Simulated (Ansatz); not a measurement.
## Run report: CH$_{5}$ClFNSi$_{2}$, geometry relaxation (part 2 of 3)

Continued. System: CH$_{5}$ClFNSi$_{2}$. Method: RKS PBE-D4/6-31G (Ansatz 0.2.0). It belongs to a series of runs on one base structure; here: end point B relaxed.

Geometry of the input (Å):
```
F  0.0181  1.2329  0.8543
C  0.1297  0.3519  -0.1185
N  -0.1725  -0.8906  0.0791
Si -0.6648  -1.3008  1.6632
Si 0.7874  0.9270  -1.8008
Cl -0.2883  2.5744  -2.4470
H  -1.9746  -0.5709  1.9049
H  -0.9440  -2.7546  1.6941
H  0.2915  -0.9244  2.7111
H  -0.7134  0.0473  -0.7385
H  0.6772  -0.0904  -2.8406
```

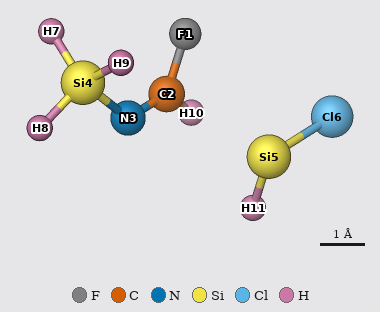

The geometry at step 13 of the log (ball-and-stick view, seen at a tilt; atoms are numbered from 1 in the order of the input).

Trajectory as extended XYZ, continued:
```
11
Properties=species:S:1:pos:R:3:forces:R:3 step=3 energy=-33577.49141
F    -0.1671    1.4539    0.6973   -0.2525   0.2549   0.0307
C    -0.0479    0.4092   -0.2587   -0.8569  -2.9212   0.3909
N    -0.1593   -0.8982    0.1445    0.6578   1.1893   0.0562
Si   -0.6564   -1.4118    1.8310    0.0171  -0.0869   0.2789
Si    1.0873    0.9512   -1.8222   -0.3069  -0.2221  -0.5267
Cl   -0.0067    2.7537   -2.5738    0.0871   0.2073  -0.0273
H    -1.9795   -0.7211    2.1098    0.0541  -0.0357   0.0568
H    -0.8583   -2.9057    1.7683    0.0547   0.0726   0.0102
H     0.3626   -1.0365    2.8910   -0.0378  -0.0111  -0.0226
H    -0.9254    0.0927   -0.9828    0.3002   1.4329  -0.3864
H     0.4969   -0.0856   -2.8431    0.2831   0.1199   0.1391
11
Properties=species:S:1:pos:R:3:forces:R:3 step=4 energy=-33577.89352
F    -0.2446    1.4572    0.6692   -0.1681  -0.0405  -0.2759
C    -0.1009    0.3569   -0.2552   -1.3558  -2.9783   0.4151
N    -0.1456   -0.9286    0.1895    0.1645   1.9689  -0.3899
Si   -0.6490   -1.4349    1.8960    0.2782   0.0693  -0.2503
Si    1.0732    0.9330   -1.8481   -0.1483  -0.0300  -0.2701
Cl    0.0625    2.8057   -2.5936    0.1284  -0.0637   0.0239
H    -1.9720   -0.7475    2.1673    0.0315  -0.0190   0.0731
H    -0.8358   -2.9274    1.7903    0.0380   0.0469   0.1048
H     0.3838   -1.0584    2.9389   -0.0549  -0.0328   0.0340
H    -0.9369    0.2403   -1.1095    0.9696   0.9623   0.4946
H     0.5115   -0.0945   -2.8836    0.1170   0.1168   0.0407
11
Properties=species:S:1:pos:R:3:forces:R:3 step=5 energy=-33578.17276
F    -0.3235    1.4438    0.6339   -0.0882  -0.2296  -0.2108
C    -0.1806    0.2906   -0.2452   -1.2121  -1.5651  -0.1031
N    -0.1676   -0.9515    0.2040   -0.2179   1.7571  -0.4933
Si   -0.6222   -1.4479    1.9251    0.0898  -0.0232  -0.2132
Si    1.0751    0.9093   -1.8485    0.1383   0.0670  -0.1296
Cl    0.1211    2.8061   -2.6031    0.0873  -0.0115   0.0044
H    -1.9479   -0.7701    2.2111    0.0546  -0.0170   0.0488
H    -0.8098   -2.9394    1.8323    0.0568   0.0115   0.0936
H     0.3980   -1.0746    2.9766    0.0332   0.0133  -0.0228
H    -0.9112    0.4088   -1.2132    1.0682   0.0099   1.0997
H     0.5150   -0.0733   -2.9117   -0.0100  -0.0124  -0.0737
11
Properties=species:S:1:pos:R:3:forces:R:3 step=6 energy=-33578.32002
F    -0.4962    1.4337    0.6131    0.1735  -0.3500  -0.3113
C    -0.3001    0.2600   -0.2359   -1.3842  -0.3236  -0.7088
N    -0.2850   -0.9499    0.2084    0.0395   0.9094  -0.1752
Si   -0.6070   -1.4735    1.9587   -0.0397   0.0669  -0.2002
Si    1.1232    0.9046   -1.8734    0.2320   0.0745   0.0734
Cl    0.2727    2.8567   -2.6347    0.0403  -0.0957   0.0097
H    -1.9153   -0.7978    2.3200    0.0558  -0.0783   0.0660
H    -0.7673   -2.9714    1.9056    0.0392   0.0541   0.0051
H     0.4688   -1.0882    2.9545    0.0238   0.0447  -0.1432
H    -0.8831    0.4720   -1.2867    0.9057  -0.3404   1.3962
H     0.5357   -0.0444   -2.9683   -0.0859   0.0384  -0.0117
11
Properties=species:S:1:pos:R:3:forces:R:3 step=7 energy=-33578.46623
F    -0.5802    1.4382    0.5511   -0.0691  -0.3666  -0.2415
C    -0.4898    0.2307   -0.2606   -0.8083   0.7265  -1.2149
N    -0.4159   -0.9438    0.1947   -0.1636  -0.0773   0.2322
Si   -0.5984   -1.4782    1.9677    0.0440   0.1380  -0.0961
Si    1.2112    0.8856   -1.8131    0.2043   0.0547  -0.2443
Cl    0.4186    2.8528   -2.6144    0.0524  -0.0307   0.0264
H    -1.8954   -0.8474    2.4445    0.1211  -0.0837   0.0081
H    -0.7054   -2.9814    1.9425    0.0263   0.0631  -0.0326
H     0.5615   -1.0450    2.8562   -0.1124   0.0053  -0.2237
H    -0.8981    0.4844   -1.3695    0.6634  -0.4499   1.7689
H     0.5382    0.0060   -2.9380    0.0420   0.0206   0.0175
11
Properties=species:S:1:pos:R:3:forces:R:3 step=8 energy=-33578.63047
F    -0.7315    1.4223    0.5584    0.0015  -0.2191  -0.1890
C    -0.6824    0.2154   -0.2336   -0.5554   0.9626  -1.6521
N    -0.5940   -0.9478    0.2139    0.0783  -0.4994   0.4166
Si   -0.6059   -1.4917    1.9942    0.1051   0.3046  -0.0721
Si    1.3512    0.8921   -1.8684    0.1040   0.0398  -0.1446
Cl    0.5843    2.8792   -2.6482    0.0459  -0.0796   0.0242
H    -1.8776   -0.9108    2.6006    0.2106  -0.1168  -0.0032
H    -0.6483   -2.9967    1.9695    0.0113   0.0426  -0.0022
H     0.6501   -0.9916    2.7258   -0.3426  -0.1016  -0.2349
H    -0.9088    0.4898   -1.3624    0.3031  -0.3921   1.7899
H     0.6091    0.0415   -2.9885    0.0383   0.0590   0.0674
11
Properties=species:S:1:pos:R:3:forces:R:3 step=9 energy=-33578.74424
F    -0.8478    1.4083    0.5360   -0.0403   0.1437   0.1321
C    -0.8740    0.2111   -0.2362   -0.0419   0.2595  -1.3658
N    -0.7610   -0.9561    0.2056    0.0574  -0.3858   0.5296
Si   -0.6040   -1.4860    1.9859    0.0520   0.3628   0.0077
Si    1.5267    0.8734   -1.8941   -0.1409   0.0187  -0.2185
Cl    0.7510    2.8621   -2.6417    0.0794   0.0127   0.0735
H    -1.8230   -0.9821    2.7638    0.2645  -0.0886  -0.1553
H    -0.5717   -2.9910    1.9893    0.0077   0.0270  -0.0485
H     0.6973   -0.9191    2.5790   -0.3599  -0.1373  -0.1807
H    -1.0093    0.4778   -1.3349   -0.0197  -0.1713   1.0835
H     0.6621    0.1034   -2.9914    0.1417  -0.0415   0.1425
11
Properties=species:S:1:pos:R:3:forces:R:3 step=10 energy=-33578.77299
F    -0.9115    1.4098    0.5325    0.0764   0.3486   0.2638
C    -0.9531    0.2303   -0.2507   -0.2779  -0.3170  -0.2951
N    -0.8503   -0.9457    0.1783    0.2210  -0.3328   0.5635
Si   -0.5876   -1.4628    1.9504   -0.0800   0.1944  -0.1111
Si    1.5850    0.8787   -1.8846    0.0787  -0.1348   0.1203
Cl    0.8186    2.8816   -2.5803   -0.0456  -0.1446  -0.0782
H    -1.7495   -0.9904    2.8238    0.2001  -0.0484  -0.1839
H    -0.5298   -2.9668    1.9383    0.0006   0.0171  -0.0162
H     0.7286   -0.8818    2.4419   -0.1338  -0.0505  -0.0379
H    -1.1573    0.4832   -1.2931   -0.0314   0.2198  -0.1990
H     0.7531   -0.0341   -2.8951   -0.0081   0.2482  -0.0263
11
Properties=species:S:1:pos:R:3:forces:R:3 step=11 energy=-33578.80844
F    -0.9692    1.4175    0.5491    0.0312   0.1791   0.1651
C    -1.0241    0.2346   -0.2412   -0.1020  -0.4870  -0.2878
N    -0.8656   -0.9435    0.1829    0.1210   0.1132   0.3196
Si   -0.5644   -1.4590    1.9486   -0.1067   0.0333  -0.3953
Si    1.6433    0.8340   -1.8627   -0.0397  -0.0299   0.0109
Cl    0.8686    2.8246   -2.5822    0.0133  -0.0214   0.0137
H    -1.7107   -0.9921    2.8051   -0.0800   0.0374   0.0528
H    -0.5002   -2.9617    1.9340    0.0108   0.0014  -0.0133
H     0.7305   -0.8744    2.4373    0.1330   0.0581   0.0293
H    -1.2549    0.4990   -1.2831   -0.0028   0.1044   0.0861
H     0.7930    0.0228   -2.9265    0.0218   0.0114   0.0190
11
Properties=species:S:1:pos:R:3:forces:R:3 step=12 energy=-33578.82692
F    -1.0249    1.4294    0.5848   -0.0379   0.0174   0.0696
C    -1.1011    0.2510   -0.2316    0.0021   0.1227  -0.1710
N    -0.8757   -0.9175    0.1701   -0.0291  -0.1556   0.1963
Si   -0.5429   -1.4431    1.9127    0.0786   0.0275  -0.1464
Si    1.6661    0.7761   -1.8186   -0.0073  -0.0096   0.0558
Cl    0.9182    2.7721   -2.5550    0.0016  -0.0386   0.0148
H    -1.6891   -1.0098    2.7940   -0.0291   0.0140  -0.0046
H    -0.4365   -2.9429    1.8818   -0.0069  -0.0082  -0.0068
H     0.7522   -0.8337    2.3902    0.0334   0.0185   0.0122
H    -1.3919    0.5510   -1.2451    0.0135   0.0146  -0.0098
H     0.8717   -0.0308   -2.9221   -0.0188  -0.0026  -0.0102
11
Properties=species:S:1:pos:R:3:forces:R:3 step=13 energy=-33578.85575
F    -1.1399    1.4605    0.6036   -0.0179  -0.1670  -0.0724
C    -1.1717    0.3008   -0.2596   -0.0463   0.1832   0.2792
N    -0.8882   -0.8667    0.1182    0.0186   0.1089  -0.1441
Si   -0.4826   -1.4044    1.8330    0.0184  -0.0053   0.0620
Si    1.6591    0.6462   -1.6706   -0.0459  -0.0724   0.0058
Cl    0.9320    2.6433   -2.4215   -0.0033   0.0339   0.0288
H    -1.6207   -1.0067    2.7465    0.0210  -0.0047  -0.0154
H    -0.3478   -2.9028    1.7882    0.0026   0.0145  -0.0255
H     0.8110   -0.7716    2.2899    0.0001   0.0140  -0.0273
H    -1.5060    0.6333   -1.2455    0.0320  -0.0650  -0.1112
H     0.9012   -0.1301   -2.8209    0.0204  -0.0403   0.0199
11
Properties=species:S:1:pos:R:3:forces:R:3 step=14 energy=-33578.89638
F    -1.2659    1.4924    0.6353   -0.0981  -0.3743  -0.2009
C    -1.2320    0.3618   -0.2748    0.2374   0.1907   0.4200
N    -0.8628   -0.7998    0.0626   -0.0839   0.4060  -0.3018
Si   -0.4263   -1.3674    1.7583   -0.0392  -0.0250   0.1319
Si    1.6182    0.5176   -1.5360   -0.0077  -0.1825   0.0290
Cl    0.9098    2.5239   -2.2851   -0.0315   0.0494   0.0033
H    -1.5608   -1.0038    2.6900    0.0274  -0.0138   0.0004
H    -0.2712   -2.8634    1.6838    0.0109   0.0324  -0.0355
H     0.8599   -0.7172    2.2051    0.0208   0.0186  -0.0281
H    -1.5387    0.7233   -1.2605   -0.0558  -0.1111  -0.0316
H     0.9161   -0.2656   -2.7173    0.0198   0.0095   0.0133
11
Properties=species:S:1:pos:R:3:forces:R:3 step=15 energy=-33578.95830
F    -1.4476    1.4982    0.6922    0.1003  -0.6305  -0.4610
C    -1.2399    0.4314   -0.2867   -0.3799   0.2756   0.7443
N    -0.8018   -0.7190    0.0104    0.1306   0.5320  -0.2648
Si   -0.3841   -1.3318    1.6999    0.0028   0.0156   0.1885
Si    1.6040    0.3835   -1.4409   -0.0571  -0.2952  -0.0372
Cl    0.9035    2.3986   -2.1858   -0.0328   0.1372   0.0213
H    -1.5207   -1.0047    2.6489    0.0680  -0.0169  -0.0706
H    -0.2097   -2.8243    1.5912    0.0010   0.0478  -0.0598
H     0.9000   -0.6737    2.1478   -0.0256  -0.0079  -0.0204
H    -1.5857    0.8041   -1.2532    0.1339  -0.0305  -0.0927
H     0.9282   -0.3605   -2.6625    0.0587  -0.0271   0.0523
11
Properties=species:S:1:pos:R:3:forces:R:3 step=16 energy=-33579.07234
F    -1.6325    1.4911    0.7543    0.0478  -1.0628  -0.7496
C    -1.3103    0.4866   -0.2734    0.3391   0.3035   0.7195
N    -0.7189   -0.6201   -0.0331   -0.2555   1.0447  -0.1391
Si   -0.3370   -1.2959    1.6529    0.0092   0.0662   0.1474
Si    1.5734    0.2503   -1.3726   -0.1681  -0.4256  -0.0037
Cl    0.8899    2.2891   -2.0999   -0.0351   0.1317   0.0198
H    -1.4892   -1.0139    2.6014    0.1004  -0.0126  -0.1152
H    -0.1492   -2.7834    1.4916    0.0067   0.0721  -0.0719
H     0.9381   -0.6348    2.1229   -0.0561  -0.0350  -0.0044
H    -1.5645    0.9084   -1.2533   -0.0501  -0.0763   0.1528
H     0.9464   -0.4755   -2.6296    0.0617  -0.0059   0.0444
11
Properties=species:S:1:pos:R:3:forces:R:3 step=17 energy=-33579.26076
F    -1.8116    1.4269    0.8015    0.5183  -1.1898  -1.1077
C    -1.2611    0.5614   -0.2648   -0.6656   0.2728   0.7386
N    -0.5952   -0.5106   -0.0569    0.0842   1.0270   0.1226
Si   -0.3077   -1.2613    1.6305    0.1090   0.0717   0.1161
Si    1.5134    0.1300   -1.3398   -0.1959  -0.5090   0.0457
Cl    0.8578    2.2037   -2.0415   -0.0070   0.1656   0.0239
H    -1.4861   -1.0048    2.5563    0.1204   0.0173  -0.1907
H    -0.1360   -2.7452    1.4188    0.0190   0.0919  -0.0952
H     0.9624   -0.6271    2.1504   -0.0917  -0.0658   0.0163
H    -1.5276    0.9710   -1.2466    0.0967   0.1798   0.2649
H     0.9379   -0.5423   -2.6466    0.0126  -0.0615   0.0654
11
Properties=species:S:1:pos:R:3:forces:R:3 step=18 energy=-33579.55035
F    -1.9588    1.3334    0.8189    0.5907  -1.2238  -1.1776
C    -1.2962    0.5930   -0.2602    0.0873   0.3744   0.8094
N    -0.4585   -0.3758   -0.0707   -0.5164   0.8907   0.1729
Si   -0.2559   -1.2193    1.6066    0.1332   0.1385   0.0149
Si    1.4205   -0.0066   -1.2967   -0.2026  -0.3055   0.0983
Cl    0.8564    2.1342   -1.9751    0.0400   0.0404   0.0326
H    -1.4799   -0.9929    2.4808    0.1528   0.0459  -0.2272
H    -0.1017   -2.6978    1.3383    0.0592   0.1236  -0.1217
H     0.9924   -0.6143    2.2075   -0.1181  -0.0924   0.0055
H    -1.4846    1.0677   -1.2284   -0.1247   0.1065   0.2247
H     0.9126   -0.6198   -2.6598   -0.1015  -0.0983   0.1683
11
Properties=species:S:1:pos:R:3:forces:R:3 step=19 energy=-33579.78288
F    -2.0751    1.1778    0.8051    0.6956  -0.5908  -0.8593
C    -1.2640    0.6585   -0.2568   -0.2692  -0.4378   0.6869
N    -0.3705   -0.2739   -0.0819   -0.7893   0.9136   0.1997
Si   -0.2069   -1.1740    1.5624    0.0828  -0.0430   0.1745
Si    1.3511   -0.0874   -1.2339    0.2265  -0.0938  -0.0969
Cl    0.8893    2.0982   -1.9275    0.0605  -0.0555  -0.0113
H    -1.4624   -0.9544    2.3854    0.1373   0.0069  -0.1781
H    -0.0572   -2.6428    1.2416    0.0660   0.1330  -0.1197
H     1.0161   -0.6162    2.2501   -0.1008  -0.0443  -0.0510
H    -1.4884    1.1357   -1.2087    0.0451   0.2591   0.0584
H     0.8142   -0.7197   -2.5747   -0.1544  -0.0472   0.1969
11
Properties=species:S:1:pos:R:3:forces:R:3 step=20 energy=-33579.90928
F    -2.1574    1.0650    0.7783    0.1418  -0.3297  -0.4645
C    -1.2998    0.6419   -0.2593   -0.1718   0.8767  -0.0541
N    -0.3583   -0.2081   -0.0642   -0.0849  -0.0256   0.1880
Si   -0.1791   -1.1505    1.5469    0.0226  -0.1268   0.0740
Si    1.3726   -0.1135   -1.2040   -0.0690  -0.1068  -0.2036
Cl    0.9471    2.0648   -1.9405    0.0541  -0.0528  -0.0405
H    -1.4549   -0.9512    2.3292    0.0834  -0.0750  -0.0300
H     0.0083   -2.5944    1.1446    0.0355   0.1161  -0.0264
H     1.0245   -0.6022    2.2668   -0.0592   0.0044  -0.0453
H    -1.4392    1.2419   -1.1798    0.0061  -0.3114   0.4325
H     0.6824   -0.7919   -2.4568    0.0416   0.0308   0.1700
11
Properties=species:S:1:pos:R:3:forces:R:3 step=21 energy=-33579.95466
F    -2.2696    0.9851    0.7567    0.1222  -0.0723  -0.3017
C    -1.3085    0.7025   -0.2241   -0.0833   0.4724   0.0433
N    -0.3145   -0.0743    0.0089   -0.4549  -0.2889  -0.2014
Si   -0.1609   -1.1339    1.5471    0.1857   0.0003   0.0475
Si    1.3380   -0.1536   -1.2084    0.4569  -0.0849   0.0291
Cl    1.1105    1.9996   -2.0329   -0.1281   0.0192  -0.0168
H    -1.4641   -1.0544    2.2939   -0.0036  -0.0288   0.0080
H     0.1109   -2.5291    1.0436    0.0185   0.0860  -0.0523
H     0.9969   -0.5847    2.3314   -0.0315   0.0037   0.0175
H    -1.4680    1.2774   -1.1504    0.0776  -0.1115   0.3010
H     0.5757   -0.8329   -2.4045   -0.1594   0.0049   0.1257
11
Properties=species:S:1:pos:R:3:forces:R:3 step=22 energy=-33580.00264
F    -2.3242    0.9434    0.7033    0.2597   0.0577  -0.2312
C    -1.2809    0.7656   -0.2165   -0.1391  -0.2395  -0.0655
N    -0.3229   -0.0609    0.0024   -0.1963   0.1803   0.1349
Si   -0.1546   -1.1338    1.5363    0.0266  -0.0519  -0.1533
Si    1.3846   -0.1841   -1.1962   -0.2029  -0.0661  -0.0516
Cl    1.0842    1.9510   -2.0512   -0.0063   0.0596  -0.0688
H    -1.4640   -1.1270    2.2796    0.0158  -0.0286  -0.0024
H     0.1844   -2.4980    0.9842   -0.0032   0.0954   0.0341
H     0.9749   -0.5518    2.3374   -0.0156   0.0172   0.0149
H    -1.4053    1.3698   -1.1282    0.1225  -0.0163   0.3269
H     0.4701   -0.8725   -2.2899    0.1387  -0.0080   0.0620
11
Properties=species:S:1:pos:R:3:forces:R:3 step=23 energy=-33580.02454
F    -2.3314    0.9472    0.6903    0.0641   0.0227  -0.0777
C    -1.2835    0.7695   -0.2141    0.0039   0.0948   0.1248
N    -0.3399   -0.0689    0.0052   -0.0401   0.0964  -0.1074
Si   -0.1601   -1.1372    1.5279    0.0158  -0.1280  -0.0484
Si    1.3692   -0.1844   -1.1988   -0.0939  -0.0477   0.0535
Cl    1.0420    1.9407   -2.0828   -0.0222  -0.0085  -0.0786
H    -1.4696   -1.1679    2.2711    0.0083  -0.0238  -0.0182
H     0.2185   -2.4859    0.9731    0.0052   0.0353   0.0345
H     0.9484   -0.5277    2.3391   -0.0186   0.0154   0.0062
H    -1.3421    1.4525   -1.0693    0.0147  -0.1111   0.0566
H     0.4947   -0.9362   -2.2804    0.0627   0.0546   0.0549
```
